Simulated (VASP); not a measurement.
Band structure of Al12W (sg204). Calculation: r2SCAN meta-GGA, VASP's PBE PAW potentials (set 64) (plane waves; VASP).

Unless said otherwise, spin-orbit coupling is left out, though it shifts the bands of the heavy elements here.

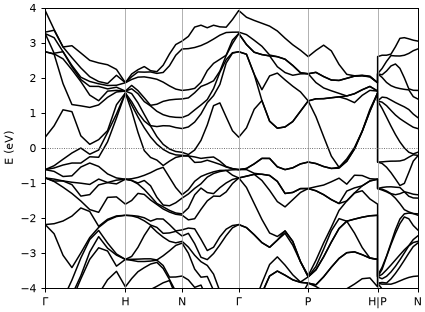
Fig. 1. Bands along high-symmetry lines, zero at the valence-band maximum or, without a gap, the Fermi level

### Question
Read the plot: is there a gap, and where are the band edges?

### Answer
It has no gap at this level: it comes out as a metal or semimetal.

The compound is Al12W in the sg204 structure. It was relaxed first.
